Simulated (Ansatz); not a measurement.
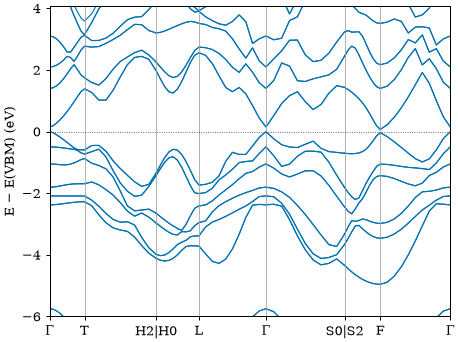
Fig. 1. Band structure from the program Ansatz at the PBEsol with spin–orbit coupling level (PAW)

Read off the gap and where the band edges lie.

About 0.1 eV (0.07 eV by a search for the band edges); maximum at Γ, minimum at F.

The material is TePb2S in space group R-3m (No. 166; Te on 3b, Pb on 6c, S on 3a).

The workflow started from a Materials Project entry (that database holds measured and hypothetical structures alike); the Crystallography Open Database copy checked does not list it. Whether it is the stable phase at ambient conditions was not checked. The cell was relaxed with PBEsol under the symmetry of its start; of distortions, only those at the zone centre were tested.

Potentials: the later of the program's two PAW sets.
